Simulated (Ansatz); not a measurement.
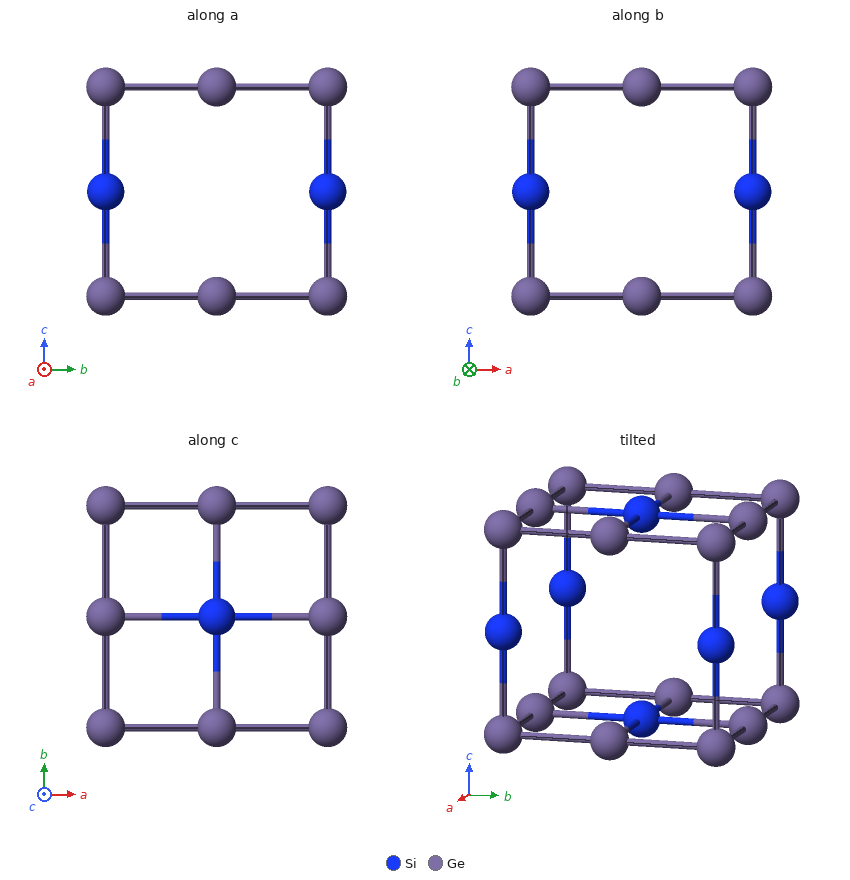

The image is a ball-and-stick drawing of a crystal, viewed along the a axis, along the b axis, along the c axis and slightly off an axis. Thin lines show the conventional unit cell, with boundary atoms drawn in all their periodic places.

Lattice parameters: a = 5.1555 Å, b = 5.1555 Å, c = 4.8578 Å, α = 90.000°, β = 90.000°, γ = 90.000°.

Express the structure as a CIF in P1 with every atom of the cell.

Answer.
```cif
data_structure
_symmetry_space_group_name_H-M 'P 1'
_symmetry_Int_Tables_number 1
_cell_length_a 5.1555
_cell_length_b 5.1555
_cell_length_c 4.8578
_cell_angle_alpha 90.000
_cell_angle_beta 90.000
_cell_angle_gamma 90.000
_cell_volume 129.11
loop_
_atom_site_label
_atom_site_type_symbol
_atom_site_fract_x
_atom_site_fract_y
_atom_site_fract_z
_atom_site_occupancy
Si1 Si 0.0000 0.0000 0.5000 1
Si2 Si 0.5000 0.5000 0.0000 1
Ge1 Ge 0.0000 0.0000 0.0000 1
Ge2 Ge 0.0000 0.5000 0.0000 1
Ge3 Ge 0.5000 0.0000 0.0000 1
```

Starting structure: a random cell made by a generator, so it need not be a real form of the compound. Earlier steps of the study may have refined or changed the cell and positions. It went into a calculation with Ansatz.
